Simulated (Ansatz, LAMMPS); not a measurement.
# Structural relaxation of a frame of liquid mixture of 1,4-dioxane and H2O from 300 K (141 atoms), part 3 of 3

How does a frame of liquid mixture of 1,4-dioxane and H2O from 300 K (141 atoms) relax, and what do bonds, charges and levels look like afterwards?

Ansatz 0.2.0; Kohn-Sham DFT, PBE+D4, PAW (set soft_2), plane waves.

The cell: 24 C, 31 O and 86 H. The network of contacts between molecules at the start is that of the classical potential that made the cell. The density was typed from a rule of thumb and may lie off the real one at this temperature. Sampling is at Γ alone, for a cell whose shortest periodic width is 11 Å.

So far, density (g/cm³): step 5 (distances and neighbours after relaxation) 1.02.

### 6. Single point at the relaxed geometry

The electronic structure is read at the final geometry, in a run of its own.

input.yaml

```yaml
crystal:
  lattice:
    - [11.24156, 0.0, 0.0]
    - [0.0, 11.24156, 0.0]
    - [0.0, 0.0, 11.24156]
  atoms:
    - { symbol: C, position: [0.81628, 0.7606, 0.77205] }
    - { symbol: C, position: [0.86509, 0.65287, 0.70825] }
    - { symbol: O, position: [0.99162, 0.66577, 0.68489] }
    - { symbol: C, position: [0.02579, 0.78859, 0.66176] }
    - { symbol: C, position: [0.92213, 0.86054, 0.61526] }
    - { symbol: O, position: [0.82695, 0.86727, 0.70139] }
    - { symbol: H, position: [0.86249, 0.77379, 0.85768] }
    - { symbol: H, position: [0.72108, 0.74689, 0.78983] }
    - { symbol: H, position: [0.81704, 0.63951, 0.62413] }
    - { symbol: H, position: [0.85393, 0.57345, 0.76402] }
    - { symbol: H, position: [0.0976, 0.78683, 0.5956] }
    - { symbol: H, position: [0.0608, 0.82818, 0.74422] }
    - { symbol: H, position: [0.95157, 0.95207, 0.59823] }
    - { symbol: H, position: [0.88838, 0.82265, 0.53131] }
    - { symbol: C, position: [0.51166, 0.09219, 0.95392] }
    - { symbol: C, position: [0.6369, 0.04665, 0.93436] }
    - { symbol: O, position: [0.68661, 0.99883, 0.04283] }
    - { symbol: C, position: [0.63855, 0.05517, 0.14806] }
    - { symbol: C, position: [0.60307, 0.18298, 0.12468] }
    - { symbol: O, position: [0.51026, 0.19113, 0.03613] }
    - { symbol: H, position: [0.45361, 0.02061, 0.98729] }
    - { symbol: H, position: [0.47412, 0.12471, 0.86976] }
    - { symbol: H, position: [0.69462, 0.11876, 0.90096] }
    - { symbol: H, position: [0.63686, 0.97555, 0.86752] }
    - { symbol: H, position: [0.70831, 0.05216, 0.2165] }
    - { symbol: H, position: [0.56134, 0.00413, 0.18029] }
    - { symbol: H, position: [0.56799, 0.22229, 0.20706] }
    - { symbol: H, position: [0.68037, 0.2362, 0.09578] }
    - { symbol: C, position: [0.2549, 0.45358, 0.21252] }
    - { symbol: C, position: [0.30485, 0.33567, 0.25355] }
    - { symbol: O, position: [0.38998, 0.3525, 0.34829] }
    - { symbol: C, position: [0.4701, 0.45176, 0.3269] }
    [... 103 atom lines left out ...]
    - { symbol: O, position: [0.97544, 0.98325, 0.26723] }
    - { symbol: H, position: [0.92241, 0.92257, 0.23271] }
    - { symbol: H, position: [0.04059, 0.93908, 0.30593] }
    - { symbol: O, position: [0.33995, 0.56632, 0.93274] }
    - { symbol: H, position: [0.33903, 0.55512, 0.02069] }
    - { symbol: H, position: [0.40068, 0.50684, 0.90716] }
kpoints:
  mp_grid: { grid: [1, 1, 1] }
hamiltonian:
  xc: pbe
  dispersion: d4
scf:
  occupations: { method: fixed }
output:
  forces: true
  stress: true
  populations: intrinsic
  dos:
    method: { smearing: { sigma: 0.1 } }
    de: 0.1
    projected: { site_lists: { C: [C], H: [H], O: [O] } }
  eigenvalues: true
  write_density: true
  write_potential: true
  volumetric_format: npy
```

The run is started by

```
ansatz run input.yaml --threads 4 --pin off --max-ram 8192MiB --backend cpu --events-out ev --progress --plain --runs-dir out
```

Numbers of over 12 decimals in the logs are rounded to 6 here.

Output:

```text
[...]
Crystal: 141 atoms, lattice volume = 1420.626 Å³
Basis set: ecut = 420 eV, 27633 PW (Γ), exchange–correlation on 160×160×160 points (8 copies of the dense FFT grid, shifted against one another)
Bands: 325, of which v1, the nominal top of the filled ones, is band 184 counted from 1 (183 counted from 0)
Symmetry: 1 space group operations
[...]
k-points: 1
[...]
SCF iter   1: F=—  HF=-24989.432501 eV  |F-HF|=—  |Δ(HF+E_count)|=         —  Δρ=4.72e-3  dr2=3.70e-1  ethr=1.77e-3  ⟨swp⟩=5.0  Hψ=1126  notcnv=0  defer=138
[...]
SCF iter   9: F=-24989.338186 eV  HF=-24989.338186 eV  |F-HF|=2.08e-8  |Δ(HF+E_count)|=   2.02e-8  Δρ=1.91e-6  dr2=4.28e-8  ethr=2.72e-11  ⟨swp⟩=22.0  Hψ=3180  notcnv=0
SCF 1 converged in 9 iterations: F = -24989.338186 eV  dr2 = 4.28e-8
[...]
WARN: The input density's exchange-correlation potential varies sharply where the density is thin. Do not read a vacuum level from v_tot or v_xc, or from such a field of the output density. On a cell that repeats whose density bears no net charge and no dipole along the vacuum's axis use v_es (v_loc + v_h of the components); [...]
SCF converged after 9 iterations
Free energy (F): -24989.338186 eV
[...]
Internal energy: -24989.338186 eV  (E = F + TS)
E sigma→0 (E₀):  -24989.338186 eV
Fermi energy:    -1.424079 eV
[...]
--- Forces (eV/Å), atoms counted from 1 ---
  atom   1  C     -0.00575515     0.01150122     0.00834699
  atom   2  C      0.00510807    -0.00055517    -0.01299632
  atom   3  O      0.00137727     0.01189613    -0.00634598
  atom   4  C     -0.00411909    -0.00164399    -0.00439612
  atom   5  C      0.01059707     0.00533408     0.00295475
  atom   6  O     -0.00743672    -0.00337069    -0.00464038
  atom   7  H     -0.00107424     0.00219145     0.00063338
  atom   8  H     -0.00125297    -0.00275557     0.00224387
  atom   9  H     -0.00252402    -0.00237738    -0.00020046
  atom  10  H     -0.00291761    -0.00422543     0.00176966
  atom  11  H     -0.00049164    -0.00719355    -0.00114187
  atom  12  H     -0.00407156     0.00133069     0.00209193
  atom  13  H     -0.00299470     0.00206004    -0.00220857
  atom  14  H     -0.00193268    -0.00108425    -0.00085321
[...]
atom 140  H     -0.00627747     0.00143986    -0.00984124
  atom 141  H     -0.00104385     0.00058442    -0.00752391
  max |Σ_I F_I| component: 1.16e-4 eV/Å
--- Stress (GPa, compression-positive) ---
       -0.581223       0.022822      -0.089050
        0.022822      -0.473858       0.017085
       -0.089050       0.017085      -0.290215
  P = ⅓ Tr σ = -0.4484 GPa (-4.484 kbar)
--- Band table (eV) ---
[...]
--- intrinsic populations: 141 sites ---
  site symbol       q [e]
     0      C      4.1406
     1      C      4.1513
     2      O      6.3785
[...]
140      H      0.6162
  spilling = 0.000000 (of n_electrons = 368.000000)
```

Elapsed: 17 s, on 4 threads of AMD EPYC 7R43, shared host; peak memory 1.7 GiB.

The program notes that the exchange-correlation potential is rough where the density is thin.

The run gave:

| Quantity | Value |
| --- | --- |
| free energy | -24989.3382 eV |
| free energy per atom | -177.2293 eV/atom |
| SCF cycles | 9 |
| pressure | -0.4484 GPa |
| r.m.s. force component | 0.00779 eV/Å |
| longest force | 0.04512 eV/Å |
| Fermi energy | -1.424 eV |
| gap (highest filled to lowest empty level) | 4.624 eV |

Intrinsic-atomic-orbital charges by element:

| element | coordination | atoms | mean charge (e) | spread | least | most |
| --- | --- | --- | --- | --- | --- | --- |
| C | all | 24 | -0.144 | 0.0041 | -0.151 | -0.137 |
| H | all | 86 | 0.269 | 0.0975 | 0.151 | 0.393 |
| O | all | 31 | -0.636 | 0.195 | -0.820 | -0.379 |

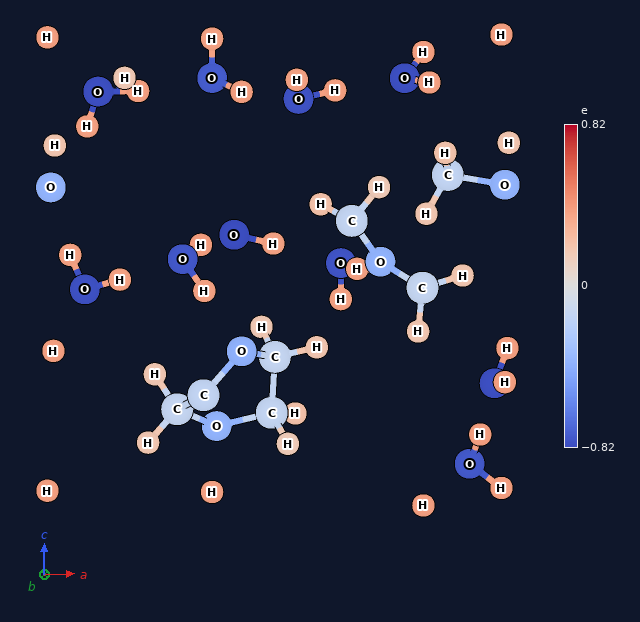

Atoms coloured by intrinsic-atomic-orbital charge. Drawn is a slice 4 Å thick, seen along the normal of the ac plane. Bonds to atoms that aren't drawn are left out.

States in the cell by windows of 1 eV, zero at the Fermi level; the larger projections on atomic orbitals stand beside the total:

| from (eV) | to (eV) | total | O p | C p | H s | C s |
| --- | --- | --- | --- | --- | --- | --- |
| -14 | -13 | 12.0 | 1.8 | 0.5 | 2.4 | 7.2 |
| -13 | -12 | 0.0 | 0.0 | 0.0 | 0.0 | 0.0 |
| -12 | -11 | 14.0 | 1.0 | 3.2 | 2.4 | 5.1 |
| -11 | -10 | 10.0 | 3.0 | 1.6 | 1.8 | 3.5 |
| -10 | -8 | 0.0 | 0.0 | 0.0 | 0.0 | 0.0 |
| -8 | -7 | 33.3 | 9.3 | 9.9 | 9.1 | 3.4 |
| -7 | -6 | 52.1 | 27.3 | 12.9 | 10.4 | 0.2 |
| -6 | -5 | 0.6 | 0.3 | 0.2 | 0.1 | 0.0 |
| -5 | -4 | 39.2 | 13.0 | 15.5 | 8.8 | 0.3 |
| -4 | -3 | 50.4 | 20.1 | 17.7 | 9.4 | 0.5 |
| -3 | -2 | 19.1 | 14.8 | 1.4 | 1.2 | 0.0 |
| -2 | -1 | 30.3 | 24.2 | 3.6 | 1.5 | 0.0 |
| -1 | 0 | 43.3 | 35.5 | 3.0 | 4.0 | 0.1 |
| 0 | 1 | 1.7 | 1.1 | 0.3 | 0.3 | 0.0 |
| 1 | 4 | 0.0 | 0.0 | 0.0 | 0.0 | 0.0 |
| 4 | 5 | 2.0 | 0.0 | 0.1 | 1.1 | 0.1 |

With fixed occupations the program's Fermi level is the highest filled level; weight inside the gap is the broadening of levels at its edges.

Between -21 and -14 eV lie 62 more states.

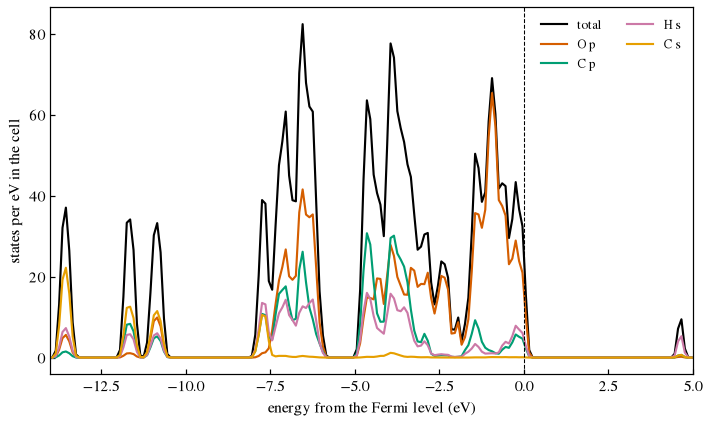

Total and projected density of states, with the broadening of the input.

The levels nearest the highest filled one (over half full), pooled over k-points and spins:

| level less the highest filled one (eV) | occupation |
| --- | --- |
| -0.245 | 2 |
| -0.232 | 2 |
| -0.153 | 2 |
| -0.0888 | 2 |
| -0.0274 | 2 |
| 0 | 2 |
| 4.62 | 0 |
| 5.47 | 0 |
| 5.57 | 0 |
| 5.65 | 0 |
| 5.73 | 0 |
| 5.81 | 0 |

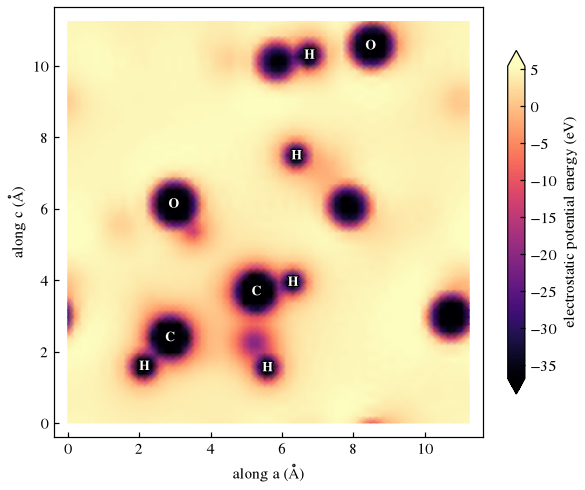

Electrostatic potential energy in the ac plane at fractional y = 0.440, with atoms of C and H and O within 0.2 Å of it. With pseudopotentials it is smooth inside the atoms' cores, unlike the true potential.

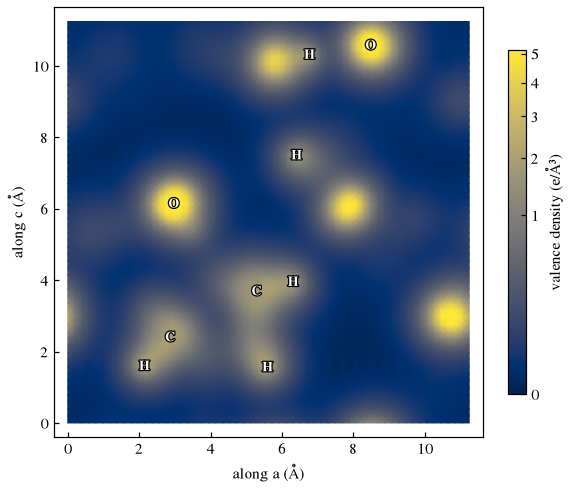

Valence density in the ac plane at fractional y = 0.440, with atoms of C and H and O within 0.2 Å of it. It is the smooth field of the valence electrons, not physical close to the nuclei. The colour scale is stretched toward low values.

Mean intrinsic-atomic-orbital charges: C -0.14, H +0.27, O -0.64 e. The largest share in the top eV of filled states is O p (83 % of the projected weight), and in the lowest eV of empty states H s (56 % of the projected weight).

A closer look about H95, picked at random: 13 atoms, nearest first, numbered in the order of the input, with positions taken from that point.

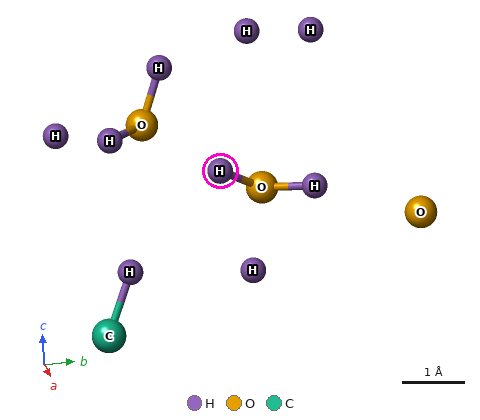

The atoms of the table, within 3.4 Å (arrows a, b, c point along x, y, z); some may hide others; the central atom is ringed.

| atom | x | y | z | distance (Å) | bonds | intrinsic-atomic-orbital charge (e) |
| --- | --- | --- | --- | --- | --- | --- |
| H95 | 0.00 | 0.00 | 0.00 | 0.00 | 1 | 0.38 |
| O94 | -0.43 | 0.74 | -0.49 | 0.99 | 2 | -0.80 |
| H96 | 0.14 | 1.53 | -0.34 | 1.57 | 1 | 0.38 |
| O103 | 0.52 | -1.34 | 1.09 | 1.80 | 2 | -0.81 |
| H105 | 0.39 | -1.00 | 2.00 | 2.27 | 1 | 0.37 |
| H80 | 0.90 | -1.67 | -1.30 | 2.30 | 1 | 0.20 |
| H128 | -1.15 | 0.66 | -2.17 | 2.54 | 1 | 0.38 |
| H104 | 1.27 | -1.99 | 1.13 | 2.62 | 1 | 0.38 |
| H65 | -1.94 | 0.81 | 1.69 | 2.70 | 1 | 0.17 |
| H64 | 0.31 | 1.53 | 2.41 | 2.87 | 1 | 0.21 |
| H13 | -2.30 | -2.35 | 0.03 | 3.29 | 1 | 0.21 |
| C72 | 1.14 | -2.10 | -2.28 | 3.30 | 4 | -0.14 |
| O100 | 1.23 | 3.10 | -0.57 | 3.38 | 2 | -0.77 |

The column of bonds counts only the pairs H-O within 1.21 Å, H-C within 1.34 Å, O-C within 1.73 Å, C-C within 1.85 Å; other neighbours, such as metal atoms beside each other in a compound, aren't counted, and periodic images can show an atom twice.

### 7. What came out

* energy change in the relaxation: -43.16 meV/atom
* r.m.s. displacement: 0.587 Å
* largest displacement: 1.377 Å
* free energy per atom: -177.2293 eV/atom
* pressure: -0.4484 GPa
* r.m.s. force component: 0.00779 eV/Å
* gap (highest filled to lowest empty level): 4.624 eV
* wall time of the 3 DFT runs: 3.7 min

**Reading.** Relaxation lowers the energy by 43.2 meV/atom and moves atoms by 0.59 Å r.m.s.; the r.m.s. force component goes from 0.71 to 0.0078 eV/Å, the pressure goes from -0.070 to -0.45 GPa, and the gap from 4.20 to 4.62 eV. By the final cutoffs no bond was broken or made. First to last step the energy falls by 6.085 eV; the largest move, 1.38 Å, is that of H134. The H-O bonds change most in mean length: from 1.000 Å (spread 0.000) to 0.989 Å (spread 0.007). Counting bonds as in the table, all C atoms have 4, all H atoms have 1 and all O atoms have 2 bonded neighbours. The 19 water molecules hold 2.53 hydrogen bonds each to other water on average, with a mean O–O distance of 2.79 Å. Between filled and empty levels lie 4.62 eV (at Γ alone); a semilocal functional tends to put such gaps too low. In a disordered cell it changes from sample to sample and from frame to frame.

Caveats: The network of contacts between molecules at the start is that of the classical potential that made the cell; in DFT atoms moved by 0.59 Å r.m.s.

[Logs are printed without paths, hosts, clocks, repeated set-up lines and the standing remarks that a program may print on its own settings, such as how far it seeks lower states.]

[Hosts, paths, dates, database ids (printed as entryN), source tags and the programs' standing remarks are cut or masked in the printed files.]
